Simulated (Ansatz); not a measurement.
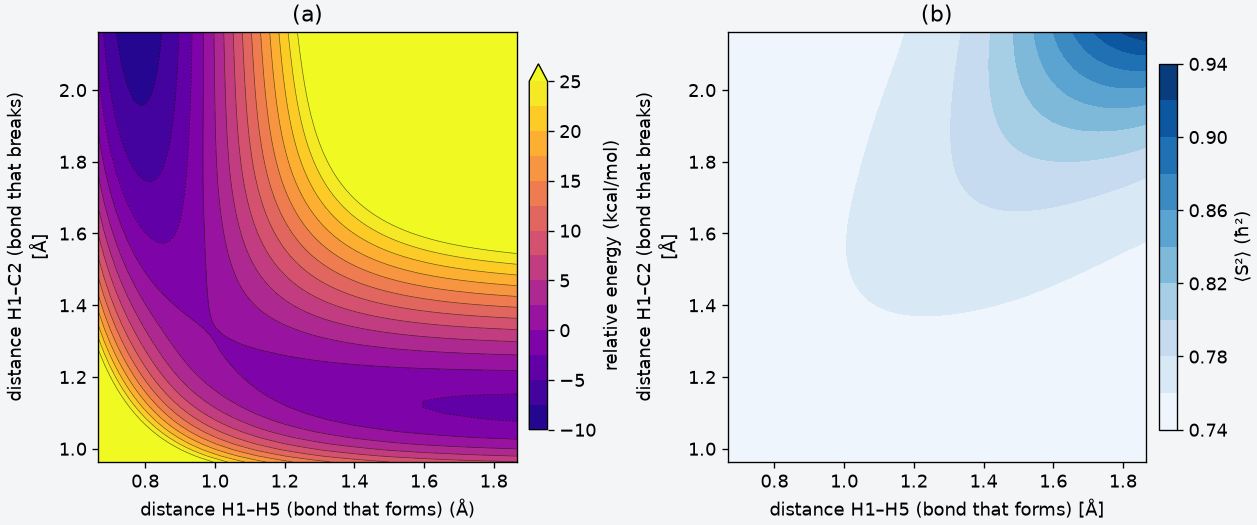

The reacting system CH₇OSi (fragments CH₆OSi + H where the first distance is long, H₂ + CH₅OSi where the second is long), spin multiplicity 2. Coordinates scanned: (1) distance H1–H5 (bond that forms); (2) distance H1–C2 (bond that breaks). Relaxed at each point: all other coordinates. The grid has 8 × 8 points. Points are written as (first, second). All energies are given in kcal/mol relative to a guessed transition structure relaxed with its forming and breaking bonds held. The calculation used UKS B3LYP-D4/def2-SVP (Ansatz).

Panel (a) is the energy; panel (b) is the computed ⟨S²⟩, in ħ².

Drawn: filled contours, one colour for all values above the top of the scale. Between grid points the surface is interpolated.

Question: How does the ⟨S²⟩ vary over the map, and what is it at the lowest grid point?

Answer: Leaving out the highest fifth of the energies, it runs from 0.75 ħ² at (1.866 Å, 0.963 Å) to 0.79 ħ² at (1.454 Å, 1.751 Å). At the lowest grid point, (0.771 Å, 2.163 Å), it is 0.75 ħ². That point lies on the edge of the scan.
